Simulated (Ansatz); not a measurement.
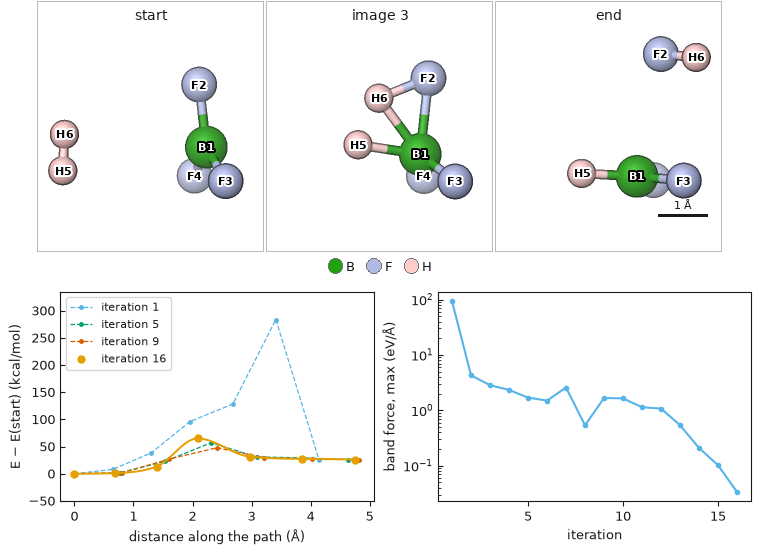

A nudged-elastic-band calculation for BH₂F₃, made up at the start of BF3 and H$_{2}$. Images are numbered from 0 (start) to 6 (end). The plot follows the band through its iterations. Style: ball-and-stick. Shown at a tilt.

Level of theory: RHF/def2-SVP (Ansatz).

Input
```yaml
crystal:
  periodic: [false, false, false]
  atoms:
    - { symbol: B, position_ang: [-0.013893, 0.520939, -0.028277] }
    - { symbol: F, position_ang: [-0.017661, 0.891692, 1.215926] }
    - { symbol: F, position_ang: [1.111164, 0.375118, -0.658805] }
    - { symbol: F, position_ang: [-1.135467, 0.304418, -0.644533] }
    - { symbol: H, position_ang: [0.088488, -2.473749, 0.789836] }
    - { symbol: H, position_ang: [0.078769, -2.144317, 1.460052] }
basis:
  gaussian: { orbitals: def2-SVP }
hamiltonian:
  xc: hf
neb:
  order_check: false
  images: 5
  f_tol: 0.05
  max_iterations: 60
  final_atoms:
    - { symbol: B, position_ang: [-0.12377289, -0.5624764, -0.50356892] }
    - { symbol: F, position_ang: [-0.13247184, -0.41572304, 2.0630208] }
    - { symbol: F, position_ang: [1.10422941, -0.1288513, -0.33806098] }
    - { symbol: F, position_ang: [-1.05565711, 0.32937819, -0.69081527] }
    - { symbol: H, position_ang: [-0.35652058, -1.72523822, -0.56256208] }
    - { symbol: H, position_ang: [0.67559301, -0.02298823, 2.16618544] }
  initial_path:
    images:
      - { positions_ang: [[-0.013893, 0.520939, -0.028277], [-0.017661, 0.891692, 1.215926], [1.111164, 0.375118, -0.658805], [-1.135467, 0.304418, -0.644533], [0.088488, -2.473749, 0.789836], [0.078769, -2.144317, 1.460052]] }
      - { positions_ang: [[-0.0101254, 0.34978263, -0.01579063], [-0.0113707, 0.58497848, 1.37021449], [1.12044093, 0.25893069, -0.65692333], [-1.13937095, 0.20853679, -0.64574434], [0.08124342, -2.12070877, 0.67600416], [0.0705827, -1.80741883, 1.40643865]] }
      - { positions_ang: [[-0.0063578, 0.17862627, -0.00330426], [-0.0050804, 0.27826497, 1.52450298], [1.12971785, 0.14274338, -0.65504167], [-1.1432749, 0.11265558, -0.64695567], [0.07399885, -1.76766855, 0.56217232], [0.0623964, -1.47052065, 1.3528253]] }
      - { positions_ang: [[-0.0025902, 0.0074699, 0.00918211], [0.0012099, -0.02844855, 1.67879147], [1.13899478, 0.02655607, -0.65316], [-1.14717885, 0.01677437, -0.64816701], [0.06675427, -1.41462832, 0.44834048], [0.0542101, -1.13362248, 1.29921194]] }
      - { positions_ang: [[-0.04298443, -0.1825122, -0.1617349], [-0.04335068, -0.15754004, 1.80686792], [1.12740632, -0.02524639, -0.54812699], [-1.1166716, 0.12097564, -0.6623831], [-0.07433734, -1.51816495, 0.11137296], [0.26133774, -0.76341106, 1.58820311]] }
      - { positions_ang: [[-0.08337866, -0.3724943, -0.33265191], [-0.08791126, -0.28663154, 1.93494436], [1.11581787, -0.07704885, -0.44309398], [-1.08616436, 0.22517691, -0.67659918], [-0.21542896, -1.62170159, -0.22559456], [0.46846537, -0.39319964, 1.87719428]] }
      - { positions_ang: [[-0.12377289, -0.5624764, -0.50356892], [-0.13247184, -0.41572304, 2.0630208], [1.10422941, -0.1288513, -0.33806098], [-1.05565711, 0.32937819, -0.69081527], [-0.35652058, -1.72523822, -0.56256208], [0.67559301, -0.02298823, 2.16618544]] }
```

Launched with:
```bash
ansatz run input.yaml --threads 1 --pin off --max-ram 2048MiB --backend cpu --events-out ev --progress --plain --runs-dir out
```

Q: How did the profile develop, and is the result final?

A: The result is final at these settings. The band converged in 16 iterations. The largest component of the band force went from 93 to 0.034 eV/Å. The climbing image converged on the top of the path. Its vibrational analysis gives one imaginary mode (1771i cm⁻¹), as a transition state must have. The first iteration put the highest image at 283.7 kcal/mol. The highest point, image 3, lies 64.9 kcal/mol above the start and 38.8 kcal/mol above the end; the end is at +26.1 kcal/mol relative to the start.

Limits of the set-up: the start holds two separate molecules, 3.0 Å apart at their closest, whose relative position is a soft coordinate and is computed without a dispersion correction; Hartree-Fock leaves out electron correlation.

Cost: 52 s on 1 thread of Arm Neoverse V1, with other jobs on the host, peak memory 0.11 GiB.
